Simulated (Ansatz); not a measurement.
**Cd: response to strain**

Aim: deform Cd (zz strain of +2 %) and compute stress, forces and field gradients with LAPW, PAW and all-electron datasets made for the crystal.

Program: Ansatz 0.2.0. Level of theory: DFT PBEsol, scalar-relativistic. These are calculated values, not measurements.

## (1) The structure to begin with

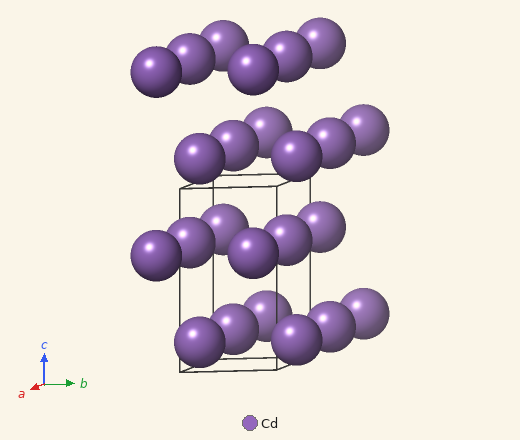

The starting structure, seen slightly off an axis (cadmium purple). 3×2×2 cells are drawn.

Structure file:

```
Cd
1.0
     2.97887    0.00000    0.00000
    -1.48944    2.57978    0.00000
     0.00000    0.00000    5.61765
Cd
2
Direct
  0.33333 0.66667 0.25000
  0.66667 0.33333 0.75000
```

Atoms are numbered in the order of the input: Cd1, Cd2.

## (2) The deformed structure

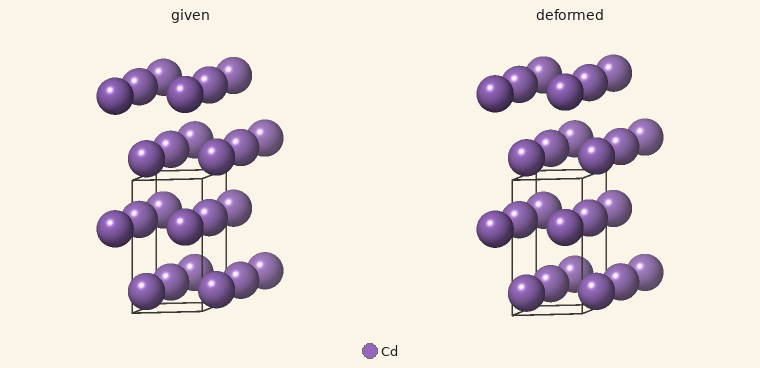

Given and deformed, at one scale.

Space group P6_3/mmc before, P6_3/mmc after.

## (3) Full-potential LAPW

The input, input.yaml:

```yaml
crystal:
  lattice:
    - [2.9788725081, 0.0, 0.0]
    - [-1.489436254, 2.5797792666, 0.0]
    - [0.0, 0.0, 5.730003]
  atoms:
    - { symbol: Cd, position: [0.3333333333, 0.6666666667, 0.25] }
    - { symbol: Cd, position: [0.6666666667, 0.3333333333, 0.75] }
kpoints:
  mp_grid: { grid: [14, 14, 7] }
  band_path:
    path:
      - [0.0, 0.0, 0.0]
      - [0.5, 0.0, 0.0]
      - [0.3333333333, 0.3333333333, 0.0]
      - [0.0, 0.0, 0.0]
      - [0.0, 0.0, 0.5]
      - [0.5, 0.0, 0.5]
      - [0.3333333333, 0.3333333333, 0.5]
      - [0.0, 0.0, 0.5]
      - [0.5, 0.0, 0.5]
    npoints: 5
scf:
  occupations: { method: fermi_dirac, width: 0.05 }
hamiltonian:
  xc: pbesol
  pseudopotentials: { kind: all_electron, lapw: { basis_error: 0.00025 } }
output:
  forces: true
  stress: true
  eigenvalues: true
```

The run is started by

```sh
$ ansatz run input.yaml --threads 1 --pin off --max-ram 3072MiB --backend cpu --events-out ev --progress --plain --runs-dir out
```

The log of the run (excerpt; [...] marks lines left out):

```text
LAPW: plane waves up to 8.233 Å⁻¹, error target 2.5e-4 eV per atom; small_component_spin mean_spin; Cd in spheres of 1.489 Å, 20 of its electrons in bands, Dirac shells []
[...]
Pseudopotentials: kind: all_electron
Pseudopotential: Cd, LAPW, valence charge 20, Koelling and Harmon's equation, gaussian nucleus
Functional definition: PBEsol
[...]
Crystal: 2 atoms, lattice volume = 44.034 Å³
Basis set: ecut = 258.26545649484757 eV, 411 PW (Γ), exchange–correlation at level 2
Bands: 24, of which v1, the nominal top of the filled ones, is band 20 counted from 1 (19 counted from 0)
Symmetry: 24 space group operations
Space group: P63/mmc (ITA 194), of the structure as read, at distance tolerance 3.5e-5 Å
k-points: 96 of 1372
[...]
SCF iter   1: F=—  HF=-304330.245484 eV  |F-HF|=—  |Δ(HF+E_count)|=         —  Δρ=1.43e-2  dr2=7.00e-2  ethr=1.74e-4  ⟨swp⟩=3.0  Hψ=15675  notcnv=0
[...]
SCF iter   8: F=-304330.107733 eV  HF=-304330.107733 eV  |F-HF|=1.16e-8  |Δ(HF+E_count)|=   1.56e-7  Δρ=8.64e-6  dr2=3.73e-8  ethr=2.13e-9  ⟨swp⟩=2.0  Hψ=6647  notcnv=0
[...]
NSCF: frozen V_eff on 41 k-points
SCF converged after 8 iterations
Free energy (F): -304330.107733 eV
[...]
E sigma→0 (E₀):  -304330.104259 eV
Entropy (-TS):   -0.006948 eV (-3.474 meV/atom)
Fermi energy:    15.295485 eV
[...]
--- Forces (eV/Å), atoms counted from 1 ---
  atom   1  Cd     0.00000000    -0.00000000     0.00000000
  atom   2  Cd    -0.00000000     0.00000000     0.00000000
[...]
--- Stress (GPa, compression-positive) ---
       -1.980048       0.000000       0.000000
        0.000000      -1.980048       0.000000
        0.000000       0.000000      -2.389687
  P = ⅓ Tr σ = -2.1166 GPa (-21.166 kbar)
--- Band table (eV; the first three rows and the last of 96) ---
  k-point 0: bands = ["-87.6515", "-87.6506", "-48.7423", "-48.7263", "-48.7033", "-48.7033", "-48.7016", "-48.7016", "5.4811", "5.7123", "6.1132", "6.1132", "6.1578", "6.1578", "6.5293", "6.6573", "6.6573", "6.8773", "6.8773", "12.0164", "12.2240", "24.9862", "29.0749", "29.4529"]
[...]
```

Wall time 13 s (1 thread of Intel Xeon 6975P-C (Granite Rapids), shared host); peak memory 0.48 GiB.

Read from it: pressure -2.12 GPa; no gap.

## (4) PAW with frozen cores

The input, input.yaml:

```yaml
crystal:
  lattice:
    - [2.9788725081, 0.0, 0.0]
    - [-1.489436254, 2.5797792666, 0.0]
    - [0.0, 0.0, 5.730003]
  atoms:
    - { symbol: Cd, position: [0.3333333333, 0.6666666667, 0.25] }
    - { symbol: Cd, position: [0.6666666667, 0.3333333333, 0.75] }
kpoints:
  mp_grid: { grid: [14, 14, 7] }
scf:
  occupations: { method: fermi_dirac, width: 0.05 }
hamiltonian:
  xc: pbesol
  pseudopotentials: { kind: paw }
output:
  forces: true
  stress: true
  eigenvalues: true
  efg: { contact_densities: true }
```

The run is started by

```sh
$ ansatz run input.yaml --threads 1 --pin off --max-ram 3072MiB --backend cpu --events-out ev --progress --plain --runs-dir out
```

The log of the run (excerpt; [...] marks lines left out):

```text
Cd: output.efg is read without spin–orbit coupling, which moves field gradients at and beside such atoms by some per cent and up to a factor of two; PAW files take it under magnetization.noncollinear and magnetization.spin_orbit
[...]
Pseudopotentials: kind: paw
Pseudopotential: Cd, paw, valence charge 20, recommended cutoff 420 eV (normal)
[... 1 set-up line as earlier in the session ...]
[...]
Crystal: 2 atoms, lattice volume = 44.034 Å³
Basis set: ecut = 420 eV, 835 PW (Γ), exchange–correlation on 40×40×80 points (8 copies of the dense FFT grid, shifted against one another)
Bands: 24, of which v1, the nominal top of the filled ones, is band 20 counted from 1 (19 counted from 0)
[... 2 set-up lines as earlier in the session ...]
k-points: 96 of 1372
[...]
Free energy (F): -16368.098215 eV
[...]
E sigma→0 (E₀):  -16368.094740 eV
Entropy (-TS):   -0.006951 eV (-3.476 meV/atom)
Fermi energy:    14.179522 eV
[...]
--- Forces (eV/Å), atoms counted from 1 ---
  atom   1  Cd     0.00000000    -0.00000000     0.00000000
  atom   2  Cd    -0.00000000     0.00000000     0.00000000
[...]
--- Stress (GPa, compression-positive) ---
       -1.972084       0.000000       0.000000
        0.000000      -1.972084       0.000000
        0.000000       0.000000      -2.384894
  P = ⅓ Tr σ = -2.1097 GPa (-21.097 kbar)
--- PAW observables at the nuclei: V_zz in 10²¹ V/m², potentials from the cell's mean, atoms counted from 1 ---
  atom   1  Cd V_zz =    +8.425517   η = 0.0000   by run symmetry: allowed
            electrostatic potential = -7709.750825 V   contact ρ = 1034418.153722 e/Å³
  atom   2  Cd V_zz =    +8.425517   η = 0.0000   by run symmetry: allowed
            electrostatic potential = -7709.750825 V   contact ρ = 1034418.153722 e/Å³
--- Band table (eV; the first three rows and the last of 96) ---
[... band rows left out ...]
[...]
```

Wall time 2.4 s (1 thread of Intel Xeon 6975P-C (Granite Rapids), shared host); peak memory 0.43 GiB.

In short: pressure -2.11 GPa; no gap; Vzz Cd1 8.43 (η = 0.00) (10²¹ V/m²).

## (5) All-electron PAW on datasets made for the crystal

input.yaml, as its differences from that of step 4:

```diff
@@ -14,3 +14,3 @@
   xc: pbesol
-  pseudopotentials: { kind: paw }
+  pseudopotentials: { kind: all_electron, datasets: crystal }
 output:
```

The run is started by

```sh
$ ansatz run input.yaml --threads 1 --pin off --max-ram 3072MiB --backend cpu --events-out ev --progress --plain --runs-dir out
```

The log of the run (excerpt; [...] marks lines left out):

```text
[...]
band count auto-derived: 17 (N_el = 24.0; filled up to band 12; 16 by the electrons, moments and atoms)
Cd: output.efg is read without spin–orbit coupling, which moves field gradients at and beside such atoms by some per cent and up to a factor of two; PAW files take it under magnetization.noncollinear and magnetization.spin_orbit
[...]
[... 1 set-up line as earlier in the session ...]
Pseudopotential: Cd, paw, valence charge 12, recommended cutoff 260 eV (normal), Koelling and Harmon's equation, gaussian nucleus
[... 1 set-up line as earlier in the session ...]
[...]
Crystal: 2 atoms, lattice volume = 44.034 Å³
Basis set: ecut = 260 eV, 411 PW (Γ), exchange–correlation on 32×32×64 points (8 copies of the dense FFT grid, shifted against one another)
Bands: 17, of which v1, the nominal top of the filled ones, is band 12 counted from 1 (11 counted from 0)
[... 1 set-up line as earlier in the session ...]
[...]
--- Forces (eV/Å), atoms counted from 1 ---
  atom   1  Cd     0.00000000    -0.00000000     0.00000000
  atom   2  Cd    -0.00000000     0.00000000     0.00000000
[...]
--- Stress (GPa, compression-positive) ---
       -1.979046       0.000000       0.000000
        0.000000      -1.979046       0.000000
        0.000000       0.000000      -2.390179
  P = ⅓ Tr σ = -2.1161 GPa (-21.161 kbar)
--- PAW observables at the nuclei: V_zz in 10²¹ V/m², potentials from the cell's mean, atoms counted from 1 ---
  atom   1  Cd V_zz =    +8.626034   η = 0.0000   by run symmetry: allowed
            electrostatic potential = -7707.818498 V   contact ρ = 1034388.311308 e/Å³
  atom   2  Cd V_zz =    +8.626034   η = 0.0000   by run symmetry: allowed
            electrostatic potential = -7707.818498 V   contact ρ = 1034388.311308 e/Å³
--- Band table (eV; the first three rows and the last of 96) ---
  k-point 0: bands = ["5.4814", "5.7126", "6.1134", "6.1134", "6.1580", "6.1580", "6.5293", "6.6576", "6.6576", "6.8776", "6.8776", "12.0165", "12.2239", "24.9862", "29.0747"]
[...]
```

Run time: 5.2 s. Hardware: 1 thread of Intel Xeon 6975P-C (Granite Rapids), shared host; peak memory 0.45 GiB.

Read from it: pressure -2.12 GPa; no gap; Vzz Cd1 8.63 (η = 0.00) (10²¹ V/m²).

## (6) Stress and forces compared

Stress (GPa, compression positive):

| method | xx | yy | zz | yz | xz | xy |
| --- | --- | --- | --- | --- | --- | --- |
| LAPW | -1.98 | -1.98 | -2.39 | 0.00 | 0.00 | 0.00 |
| PAW | -1.97 | -1.97 | -2.38 | 0.00 | 0.00 | 0.00 |
| crystal datasets | -1.98 | -1.98 | -2.39 | 0.00 | 0.00 | 0.00 |

| method | pressure (GPa) | Vzz Cd1 (10²¹ V/m²) | SCF cycles, all passes |
| --- | --- | --- | --- |
| LAPW | -2.12 | – | 8 |
| PAW | -2.11 | 8.43 | 6 |
| crystal datasets | -2.12 | 8.63 | 8 |

## (7) Summary of results

| quantity | value |
| --- | --- |
| pressure | LAPW -2.12, PAW -2.11, crystal datasets -2.12 GPa |
| largest shear or deviatoric stress (LAPW) | 0.27 GPa |

What this shows: The largest part of the stress beyond the pressure is 0.27 GPa in size, in the zz component; the atoms are carried along and not relaxed. No run of the undeformed cell stands beside it, so the pressure holds what the given cell had before the change. PAW: stress within 0.01 GPa of LAPW. Crystal datasets: stress within 0.01 GPa of LAPW.
